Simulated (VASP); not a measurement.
Band structure of Ag (space group Fm-3m). Level of theory: r2SCAN+rVV10, VASP's PBE PAW potentials (set 64) (plane waves; VASP 6.6.1).

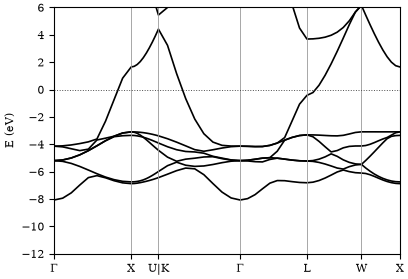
Bands along high-symmetry lines, zero at the valence-band maximum or, without a gap, the Fermi level

Read the plot: is there a gap, and where are the band edges?

It has no gap at this level: it comes out as a metal or semimetal.

The structure comes from a measured Ag entry (Fm-3m) of the Crystallography Open Database, whose conditions weren't checked. It was relaxed first.
